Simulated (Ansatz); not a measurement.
Fields on a plane of AuSb2 (space group Pa-3)

```
AuSb2
1.0
    6.67437     0.00000     0.00000
    0.00000     6.67437     0.00000
    0.00000     0.00000     6.67437
Sb Au
8 4
Cartesian
  2.50311   0.83407   5.84030
  4.17126   5.84030   0.83407
  0.83407   5.84030   2.50311
  5.84030   0.83407   4.17126
  5.84030   2.50311   0.83407
  0.83407   4.17126   5.84030
  4.17126   4.17126   4.17126
  2.50311   2.50311   2.50311
  0.00000   3.33719   3.33719
  3.33719   3.33719   0.00000
  3.33719   0.00000   3.33719
  0.00000   0.00000   0.00000
```

The slice is a {110} plane (indices of the conventional cell) through the point (0.500, 0.500, 0.000) (fractional), spanned by u = [100] and v = [011] in vectors of this cell: u (6.67 Å) and v (9.44 Å, at 90° to u). It covers one period; positions are fractions (u, v).

Atoms on it: Sb at (0.62, 0.38); Sb at (0.38, 0.62); Au at (0.00, 0.00); Au at (0.00, 0.50).

Level of theory: PBEsol (plane waves to 420 eV, PAW, scalar-relativistic; Ansatz, a quantum-chemistry and plane-wave program). k mesh 6×6×6. Inside the PAW spheres the values are not all-electron values, and peaks at nuclei hang on which shells count as valence. AuSb2 was relaxed with its symmetry unable to fall. Spin-orbit coupling is left out, though Au and Sb are heavy.

| v \ u | 0.00 | 0.14 | 0.29 | 0.43 | 0.57 | 0.71 | 0.86 |
|---|---|---|---|---|---|---|---|
| 0.90 | 0.0 | -0.6 | -1.0 | -0.9 | -0.9 | -1.0 | -0.6 |
| 0.80 | -0.8 | -1.3 | -1.2 | -1.1 | -1.3 | -1.1 | -0.6 |
| 0.70 | -0.8 | -1.0 | -0.2 | 0.1 | -0.9 | -1.1 | -0.6 |
| 0.60 | 0.0 | -0.5 | 0.4 | 0.9 | -0.7 | -1.2 | -0.6 |
| 0.50 | 1.2 | 0.0 | -0.6 | -0.4 | -0.4 | -0.6 | 0.0 |
| 0.40 | 0.0 | -0.6 | -1.2 | -0.7 | 0.9 | 0.4 | -0.5 |
| 0.30 | -0.8 | -0.6 | -1.1 | -0.9 | 0.1 | -0.2 | -1.0 |
| 0.20 | -0.8 | -0.6 | -1.1 | -1.3 | -1.1 | -1.2 | -1.3 |
| 0.10 | 0.0 | -0.6 | -1.0 | -0.9 | -0.9 | -1.0 | -0.6 |
| 0.00 | 1.2 | 0.0 | -0.6 | -0.4 | -0.4 | -0.6 | 0.0 |

Values: log₁₀ of the valence density in e/Å³. The scale is logarithmic, as a density can span decades between atoms and voids.

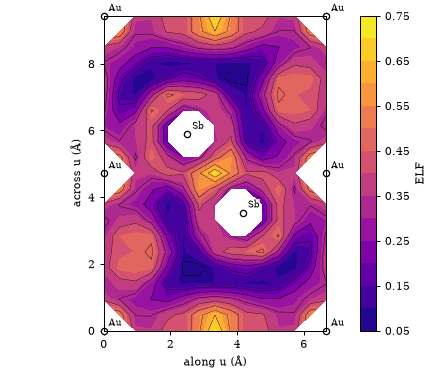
Figure: Electron localisation function (ELF), one period of the plane, atoms marked. Points within 0.5 Å of a nucleus are left white, as the pseudised field means little there.
